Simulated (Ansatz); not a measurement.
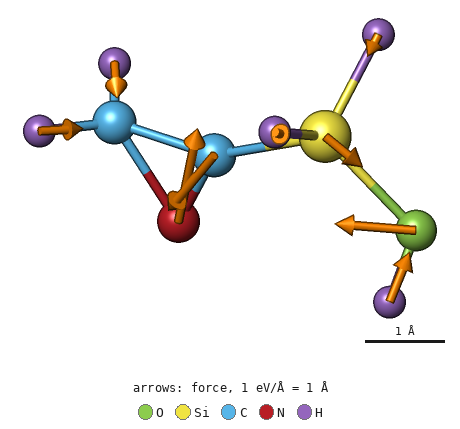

Starting geometry of C$_{2}$H$_{5}$NOSi with the computed forces as orange arrows. The picture is a ball-and-stick view, seen at a tilt.

The start comes from PBE-D4/def2-SVP.

Level of theory: Ansatz, RKS PBE0-D4/def2-TZVP.

Input file:
```yaml
crystal:
  periodic: [false, false, false]
  atoms:
    - {symbol: O, position_ang: [-1.998932, -1.026279, -1.068663]}
    - {symbol: Si, position_ang: [-0.941194, -0.919523, 0.225142]}
    - {symbol: C, position_ang: [0.439642, 0.306556, -0.103632]}
    - {symbol: N, position_ang: [0.804433, 1.193825, -0.948086]}
    - {symbol: C, position_ang: [1.687291, 0.999178, 0.273007]}
    - {symbol: H, position_ang: [-2.312821, -0.177112, -1.427127]}
    - {symbol: H, position_ang: [-0.343214, -2.278476, 0.404327]}
    - {symbol: H, position_ang: [-1.591461, -0.459577, 1.503594]}
    - {symbol: H, position_ang: [2.664584, 0.508863, 0.110886]}
    - {symbol: H, position_ang: [1.674972, 1.801345, 1.033752]}
basis:
  gaussian: {orbitals: def2-TZVP}
hamiltonian: {xc: pbe0, dispersion: d4}
relax: {f_tol: 0.005, max_steps: 150}
```

Run as
```bash
ansatz run in.yaml --threads 4 --pin off --events-out ev --progress --plain --max-ram 10444MiB
```

Q: What follows when this structure is relaxed?

A: It isn't relaxed: the largest force vector, on N4, is 1.52 eV/Å. The final displacements follow the starting forces only in part (cosine between the two patterns 0.42). The energy falls by 1.64 kcal/mol in 9 geometry steps. The largest force component goes from 1.2 to 0.0015 eV/Å. H6 moves most after the best rigid fit: 0.079 Å. By element the largest moves are H 0.079 Å, O 0.062 Å, N 0.045 Å, C 0.021 Å, Si 0.011 Å. Some distances before and after: O1–Si2 1.675 → 1.637 Å, Si2–H8 1.506 → 1.486 Å, C3–N4 1.278 → 1.258 Å, C5–H10 1.106 → 1.086 Å. Bond angles that change, for instance: Si2–O1–H6 115.6° → 118.4°. Cost: 34 s on 4 threads of Arm Neoverse V1, with other jobs on the host.
